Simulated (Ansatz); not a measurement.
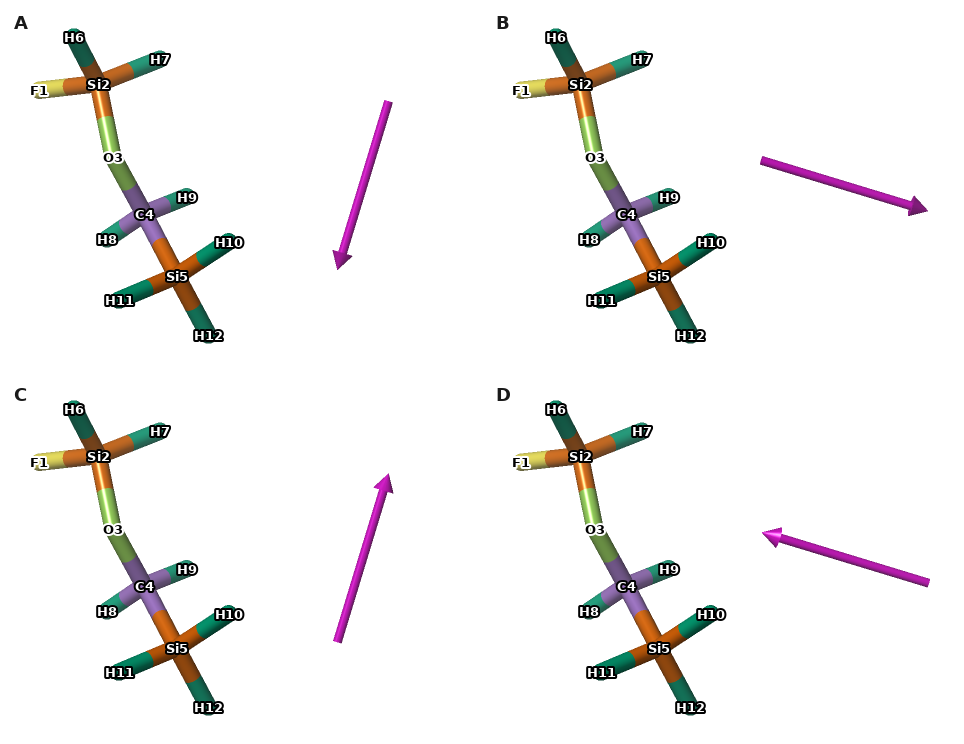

The same molecule four times, each with an arrow. Computed geometry: PBE0-D4/def2-TZVP optimisation. No frequency run is at hand to confirm it as a minimum. Method: RKS ωB97M-V/def2-TZVPP (Ansatz 0.2.0).

> Which arrow points along the dipole moment, from the negative to the positive end?

B. The dipole moment is 1.24 D; it points from the side of F1, H6 to the side of H12 (the outermost atoms at the two ends).
